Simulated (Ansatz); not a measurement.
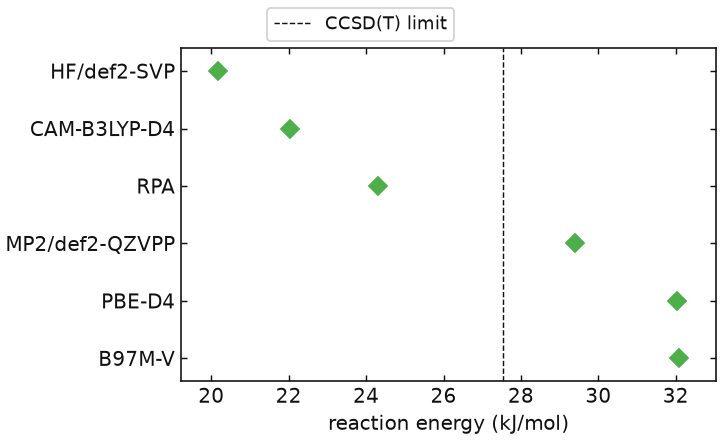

Electronic reaction energy of SiHCl₂F (F[SiH](Cl)Cl) + NH₃ (N) → SiNH₃ClF (N[SiH](F)Cl) + HCl (Cl) (SMILES in brackets) at several levels (functionals in def2-TZVPP unless a basis is named), isolated molecules at PBE0-D4 triple-zeta geometries, minima by their frequencies, no zero-point or thermal terms, the Ansatz code 0.2.0. The line is frozen-core CCSD(T) at the basis limit (MP2 extrapolated from triple and quadruple zeta, plus CCSD(T) less MP2 in a smaller set). RPA holds a correlation term that converges slowly with the basis, so part of the distance to the limit is basis error. The distance of HF/def2-SVP and MP2/def2-QZVPP to the limit includes basis error.

> Which level comes closest to the line (CCSD(T) limit), and which misses most?

Closest MP2/def2-QZVPP (29.4 kJ/mol), against 27.5 kJ/mol; farthest HF/def2-SVP (20.2 kJ/mol).

> What do zero-point energy and temperature add?

Zero-point change −9.0 kJ/mol; at 298.15 K and 1 bar the CCSD(T) limit plus thermal terms gives an enthalpy of reaction of 19.4 and a free energy of 19.4 kJ/mol (harmonic PBE0-D4 modes, ideal gas).
